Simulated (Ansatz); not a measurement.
# A workflow on SiN2H5OF (SMILES N[Si](N)(O)F)

Wanted: a series of 14 runs (HF/STO-3G, UHF/STO-3G, HF/3-21G, UHF/3-21G, HF/6-31G*, B3LYP/6-31G*, MP2/6-31G*) of FH5N2OSi. 

Program for the calculation: Ansatz 0.2.0.

## (1) The molecule

SiN2H5OF: 10 atoms, total charge 0, spin state singlet. SMILES: `N[Si](N)(O)F`. Geometry: relaxed at PBE0-D4/def2-TZVP. This is one conformer, not always the lowest. The run starts from this shape.

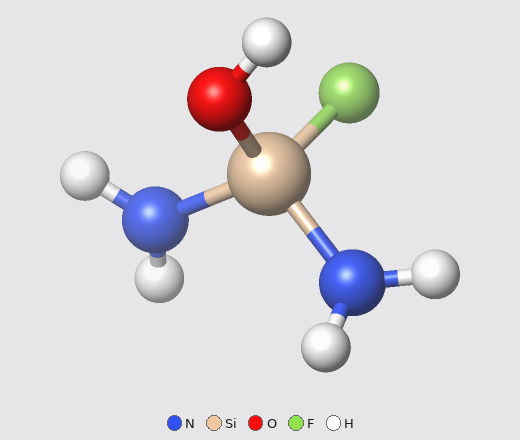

Viewed from a chosen angle; nitrogen blue, silicon light orange, oxygen red, fluorine green, hydrogen white.

## (2) A geometry optimisation at HF/STO-3G (start density atoms) (run 1)

The input, job.yaml:

```yaml
crystal:
  periodic: [false, false, false]
  atoms:
    - {symbol: "N", position_ang: [-0.415800, 1.495400, -0.024800]}
    - {symbol: Si, position_ang: [0.063400, -0.096400, -0.298300]}
    - {symbol: "N", position_ang: [-0.488700, -1.065100, 0.977800]}
    - {symbol: O, position_ang: [1.671000, 0.022600, -0.585100]}
    - {symbol: F, position_ang: [-0.553900, -0.827100, -1.586600]}
    - {symbol: H, position_ang: [-1.328300, 1.723100, 0.327300]}
    - {symbol: H, position_ang: [0.046600, 2.272000, -0.464100]}
    - {symbol: H, position_ang: [-0.741200, -2.027100, 0.831100]}
    - {symbol: H, position_ang: [-0.238900, -0.873700, 1.932500]}
    - {symbol: H, position_ang: [2.068800, -0.674900, -1.106900]}
basis:
  gaussian: {orbitals: STO-3G}
magnetization: {spin_polarized: false}
hamiltonian: {xc: hf}
relax: {f_tol: 0.002}
output: {orbitals: {seedname: orbitals}}
```

Launch:

```
$ ansatz run job.yaml --threads 1 --pin off --max-ram 3480MiB --events-out events.jsonl --progress --plain --runs-dir runs
```

Log:

```text
Warning: RAYON_NUM_THREADS=1 ignored (pool sized by the plan → 1); use --threads N
The last accepted step is kept in runs//last_step.txt (removed where the run ends without a failure and the disk answers)
[... 112 lines left out ...]
Total energy: -15454.82397826 eV, -567.9543055450 hartree
[... 10 lines left out ...]
Dipole moment:    -0.003388    -0.146277     0.008008 e Å
```

Wall time 20 s (1 thread of Arm Neoverse V2, shared host); peak memory 0.13 GiB.

The path in brief:

```
step  energy from the first frame kept (eV)  largest force (eV/Å)
   1                                 0.0000                1.7283
   2                                -0.0551                0.7423
   3                                -0.0828                0.5890
   4                                -0.0885                0.1587
   5                                -0.0924                0.3606
   6                                -0.0960                0.1159
   7                                -0.0972                0.1010
   8                                -0.0975                0.0343
   9                                -0.0977                0.0232
  10                                -0.0979                0.0295
  11                                -0.0979                0.0259
  12                                -0.0979                0.0139
  13                                -0.0980                0.0127
  14                                -0.0980                0.0053
  15                                -0.0980                0.0027
  16                                -0.0980                0.0015
```

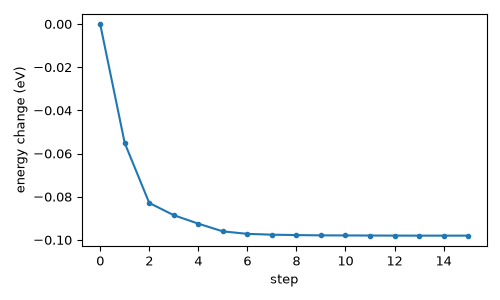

Energy along the run.

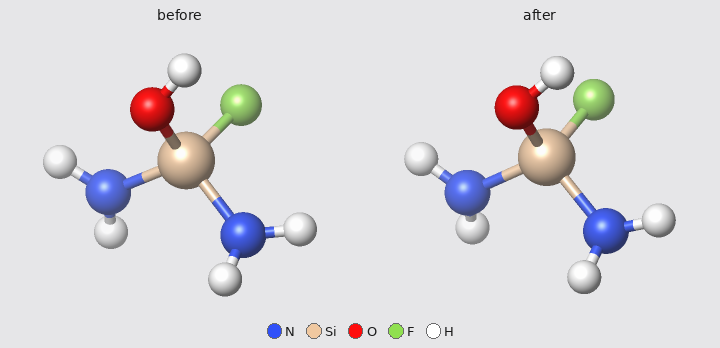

Before and after, at one scale.

After the run. Bond lengths: N1–Si2 1.699 Å, Si2–N3 1.706 Å, Si2–O4 1.659 Å, Si2–F5 1.600 Å, N1–H6 1.015 Å, N1–H7 1.015 Å, N3–H8 1.016 Å, N3–H9 1.016 Å, O4–H10 0.983 Å. Some angles: N1–Si2–N3 108.1°, N1–Si2–O4 105.8°, N1–Si2–F5 114.6°, N3–Si2–O4 116.1°, N3–Si2–F5 106.3°, O4–Si2–F5 106.1°, Si2–N1–H6 119.5°, Si2–N1–H7 119.4°, Si2–N3–H8 119.6°, Si2–N3–H9 118.4°.

## (3) The harmonic vibrations at HF/STO-3G (start density atoms) (run 2)

The input, job.yaml:

```yaml
crystal:
  periodic: [false, false, false]
  atoms:
    - {symbol: N, position_ang: [-0.398699, 1.524175, 0.051892]}
    - {symbol: Si, position_ang: [0.044070, -0.074772, -0.312698]}
    - {symbol: "N", position_ang: [-0.514175, -1.079467, 0.947484]}
    - {symbol: O, position_ang: [1.685281, -0.045667, -0.551014]}
    - {symbol: F, position_ang: [-0.591471, -0.651446, -1.663146]}
    - {symbol: H, position_ang: [-1.364873, 1.735854, 0.279860]}
    - {symbol: H, position_ang: [0.007602, 2.287529, -0.479604]}
    - {symbol: H, position_ang: [-0.421243, -2.088084, 0.863109]}
    - {symbol: H, position_ang: [-0.319509, -0.804508, 1.906026]}
    - {symbol: H, position_ang: [1.956017, -0.854815, -1.039009]}
basis:
  gaussian:
    orbitals: STO-3G
phonons:
  temperatures:
    t_min: 298.15
    t_max: 298.15
    t_step: 1
hamiltonian:
  xc: hf
```

Launch:

```
$ ansatz run job.yaml --threads 1 --pin off --max-ram 3480MiB --events-out events.jsonl --progress --plain --runs-dir runs
```

Log:

```text
Warning: RAYON_NUM_THREADS=1 ignored (pool sized by the plan → 1); use --threads N
[... 326 lines left out ...]
Total energy: -15454.82397210 eV, -567.9543053186 hartree
[... 10 lines left out ...]
Dipole moment:    -0.003389    -0.146278     0.008007 e Å
Vibrations: 109.12 169.64 206.65 248.52 323.08 336.63 361.75 373.25 409.48 458.67 796.91 975.64 1001.59 1047.67 1112.00 1131.40 1277.97 1963.54 1976.35 4023.60 4037.01 4203.64 4217.90 4274.63 cm⁻¹, zero-point energy 2.171996 eV
```

Wall time 33 s (1 thread of Arm Neoverse V2, shared host); peak memory 0.081 GiB.

Runs 3 to 10 aren't shown in full; the table further down has their settings and results.

## (4) A geometry optimisation at B3LYP/6-31G(d) (Cartesian functions, start density atoms) (run 11)

The input, in.yaml:

```yaml
crystal:
  periodic: [false, false, false]
  atoms:
    - {symbol: "N", position_ang: [-0.415800, 1.495400, -0.024800]}
    - {symbol: Si, position_ang: [0.063400, -0.096400, -0.298300]}
    - {symbol: N, position_ang: [-0.488700, -1.065100, 0.977800]}
    - {symbol: O, position_ang: [1.671000, 0.022600, -0.585100]}
    - {symbol: F, position_ang: [-0.553900, -0.827100, -1.586600]}
    - {symbol: H, position_ang: [-1.328300, 1.723100, 0.327300]}
    - {symbol: H, position_ang: [0.046600, 2.272000, -0.464100]}
    - {symbol: H, position_ang: [-0.741200, -2.027100, 0.831100]}
    - {symbol: H, position_ang: [-0.238900, -0.873700, 1.932500]}
    - {symbol: H, position_ang: [2.068800, -0.674900, -1.106900]}
basis:
  gaussian:
    orbitals: "6-31G*"
output:
  orbitals: {seedname: orbitals}
hamiltonian:
  xc: {name: B3LYP}
relax:
  f_tol: 0.002
```

Launch:

```
$ ansatz run in.yaml --threads 1 --pin off --max-ram 3480MiB --events-out events.jsonl --progress --plain --runs-dir runs
```

Log, shortened:

```text
Warning: RAYON_NUM_THREADS=1 ignored (pool sized by the plan → 1); use --threads N
[... 1 set-up line as earlier in the session ...]
[... 83 lines left out ...]
Total energy: -15707.48117460 eV, -577.2392862533 hartree
[... 10 lines left out ...]
Dipole moment:    -0.006984    -0.083147     0.179478 e Å
```

Run time: 54 s. Hardware: 1 thread of Arm Neoverse V2, shared host; peak memory 0.18 GiB.

Steps, from the record of the run:

```
step  energy from the first frame kept (eV)  largest force (eV/Å)
   1                                 0.0000                0.6720
   2                                -0.0179                0.3934
   3                                -0.0239                0.0771
   4                                -0.0246                0.0414
   5                                -0.0256                0.0421
   6                                -0.0258                0.0231
   7                                -0.0259                0.0098
   8                                -0.0259                0.0087
   9                                -0.0259                0.0056
  10                                -0.0260                0.0025
  11                                -0.0260                0.0005
```

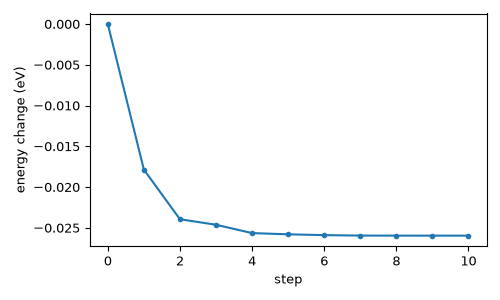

Energy along the run.

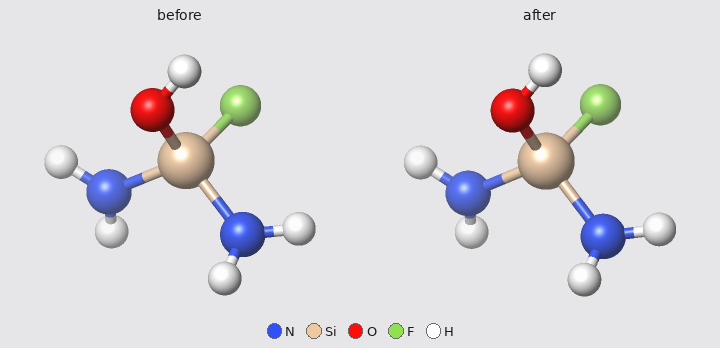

Before and after, at one scale.

After the run. Bond lengths: N1–Si2 1.699 Å, Si2–N3 1.712 Å, Si2–O4 1.659 Å, Si2–F5 1.620 Å, N1–H6 1.010 Å, N1–H7 1.011 Å, N3–H8 1.012 Å, N3–H9 1.012 Å, O4–H10 0.967 Å. Some angles: N1–Si2–N3 107.9°, N1–Si2–O4 104.0°, N1–Si2–F5 117.5°, N3–Si2–O4 120.1°, N3–Si2–F5 103.0°, O4–Si2–F5 105.3°, Si2–N1–H6 121.3°, Si2–N1–H7 121.3°, Si2–N3–H8 120.4°, Si2–N3–H9 120.1°.

Runs 12 to 13 aren't shown in full; the table further down has their settings and results.

## (5) The harmonic vibrations at MP2/6-31G(d) (Cartesian functions, start density atoms) (run 14)

The input, input.yaml:

```yaml
crystal:
  periodic: [false, false, false]
  atoms:
    - symbol: N
      position_ang: [-0.408825, 1.502004, -0.002840]
    - symbol: Si
      position_ang: [0.064680, -0.100091, -0.298976]
    - symbol: N
      position_ang: [-0.525793, -1.062780, 0.984729]
    - symbol: O
      position_ang: [1.697608, 0.022145, -0.585391]
    - symbol: F
      position_ang: [-0.537473, -0.846229, -1.610360]
    - symbol: H
      position_ang: [-1.334506, 1.724743, 0.334501]
    - symbol: H
      position_ang: [0.052317, 2.278780, -0.455735]
    - symbol: H
      position_ang: [-0.710385, -2.047952, 0.849485]
    - symbol: H
      position_ang: [-0.275781, -0.847465, 1.940784]
    - symbol: H
      position_ang: [2.061158, -0.674356, -1.153297]
basis:
  gaussian:
    orbitals: "6-31G*"
total_charge: 0
correlation:
  method: mp2
phonons:
  temperatures:
    t_min: 298.15
    t_max: 298.15
    t_step: 1
```

Launch:

```
$ ansatz run input.yaml --threads 1 --pin off --max-ram 3480MiB --events-out events.jsonl --progress --plain --runs-dir runs
```

Log:

```text
Warning: RAYON_NUM_THREADS=1 ignored (pool sized by the plan → 1); use --threads N
[... 55 lines left out ...]
9 core orbitals not correlated: weight in the atoms' cores, before any rotation towards them, 1.000 or more for the frozen orbitals, at most 0.000 for the correlated occupied ones
[... 101 lines left out ...]
9 core orbitals not correlated: weight in the atoms' cores, before any rotation towards them, 1.000 or more for the frozen orbitals, at most 0.000 for the correlated occupied ones
[... 100 lines left out ...]
9 core orbitals not correlated: weight in the atoms' cores, before any rotation towards them, 1.000 or more for the frozen orbitals, at most 0.000 for the correlated occupied ones
[... 101 lines left out ...]
9 core orbitals not correlated: weight in the atoms' cores, before any rotation towards them, 1.000 or more for the frozen orbitals, at most 0.000 for the correlated occupied ones
[... 101 lines left out ...]
Dipole moment:    -0.011975    -0.087287     0.194879 e Å
[... 1 line left out ...]
Checks for a lower state left out: cluster_reference
```

Wall time 3.7 min (1 thread of Arm Neoverse V2, shared host); peak memory 0.19 GiB.

## (6) Overview of the runs

```
run                                                    level         task  walk f tol  partner  energy (Eh)  dipole moment (D)  wall time
  1                          HF/STO-3G (start density atoms)     optimise       0.002     base  -567.954306               0.70       20 s
  2                          HF/STO-3G (start density atoms)  frequencies           –     base  -567.954305               0.70       33 s
  3                         UHF/STO-3G (start density atoms)       energy           –   cation  -567.720696                  –        1 s
  4                         UHF/STO-3G (start density atoms)     optimise           –   cation  -567.766362                  –       83 s
  5                           HF/3-21G (start density atoms)     optimise       0.002     base  -572.157840               1.98       11 s
  6                           HF/3-21G (start density atoms)  frequencies           –     base  -572.157839               1.98       36 s
  7                          UHF/3-21G (start density atoms)       energy           –   cation  -571.833987                  –      1.6 s
  8                          UHF/3-21G (start density atoms)     optimise           –   cation  -571.870626                  –       40 s
  9     HF/6-31G* (Cartesian functions, start density atoms)     optimise       0.002     base  -575.212286               1.17       21 s
 10     HF/6-31G* (Cartesian functions, start density atoms)  frequencies           –     base  -575.212286               1.17       92 s
 11  B3LYP/6-31G* (Cartesian functions, start density atoms)     optimise       0.002     base  -577.239286               0.95       54 s
 12  B3LYP/6-31G* (Cartesian functions, start density atoms)  frequencies           –     base  -577.239286               0.95    2.9 min
 13    MP2/6-31G* (Cartesian functions, start density atoms)     optimise       0.002     base  -575.971770               1.03       48 s
 14    MP2/6-31G* (Cartesian functions, start density atoms)  frequencies           –     base  -575.971770               1.03    3.7 min
```

## (7) Summary of results

| quantity | value |
| --- | --- |
| run 14, MP2/6-31G*: total energy | -575.97177 Eh |
| run 14, MP2/6-31G*: dipole moment (correlated density) | 1.03 D |
| run 14, MP2/6-31G*: correlation energy (9 core orbitals frozen) | -762.1 mEh |
| run 14, MP2/6-31G*: largest force on an atom | 0.002 eV/Å |
| run 14, MP2/6-31G*: lowest harmonic wavenumber | 178 cm⁻¹ |
| run 14, MP2/6-31G*: highest harmonic wavenumber | 3838 cm⁻¹ |
| run 14, MP2/6-31G*: zero-point energy | 188.3 kJ/mol |
| vertical ionisation energy (to the doublet cation), HF/STO-3G | 6.357 eV |
| vertical ionisation energy (to the doublet cation), HF/3-21G | 8.812 eV |
| adiabatic ionisation energy (to the doublet cation, no zero-point term), HF/STO-3G | 5.114 eV |
| adiabatic ionisation energy (to the doublet cation, no zero-point term), HF/3-21G | 7.815 eV |

In words: At HF/STO-3G: the vertical ionisation energy comes to 6.36 eV (613 kJ/mol). In a minimal basis such a difference can be off by several eV, whatever the method. At HF/3-21G: removing an electron at fixed nuclei costs 8.81 eV (850 kJ/mol). At HF/STO-3G: the adiabatic ionisation energy (to the doublet cation, no zero-point term) is 5.11 eV (118 kcal/mol). At HF/3-21G: the adiabatic ionisation energy (to the doublet cation, no zero-point term) is 7.82 eV (180 kcal/mol). In runs 1, 2, 3, 4 the basis is minimal, so the values are rough. All runs together took 14 min, the longest 3.7 min.
